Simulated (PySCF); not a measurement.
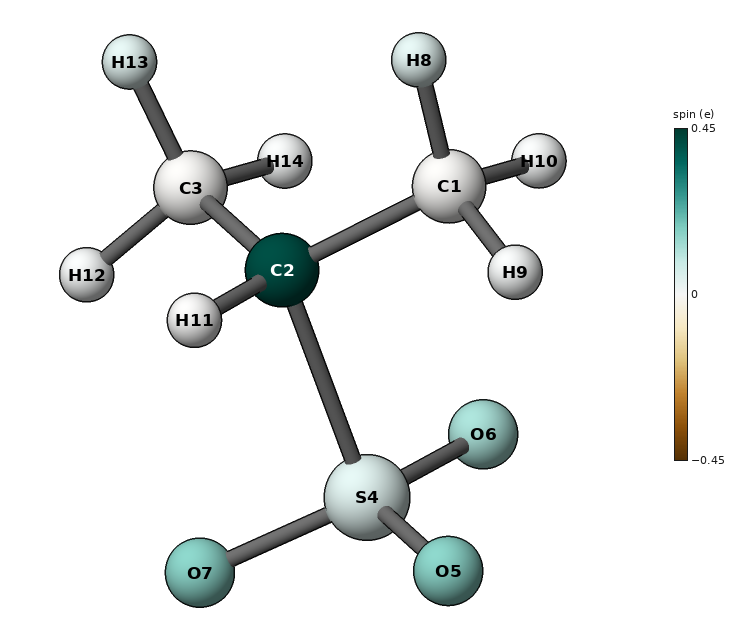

Atoms are coloured by their Mulliken spin populations. Charge 0, doublet. The computed structure is the end point of a GFN2-xTB optimisation. No frequency run is at hand to confirm it as a minimum. Method: UKS B3LYP, pcH-1 on C H O S, non-relativistic (PySCF 2.14.0).

Which atom carries the largest spin population?

Answer. C2 (0.41 e).

Which atom has the lowest spin population?

Answer. C1, C3, H9, H10, H11, H12, H14 (0.00 e).

Give the Mulliken spin populations atom by atom.

```
atom  value (e)
  C1       0.00
  C2       0.41
  C3       0.00
  S4       0.04
  O5       0.17
  O6       0.13
  O7       0.17
  H8       0.04
  H9       0.00
 H10       0.00
 H11       0.00
 H12       0.00
 H13       0.04
 H14       0.00
```

Mulliken values depend strongly on the basis set.
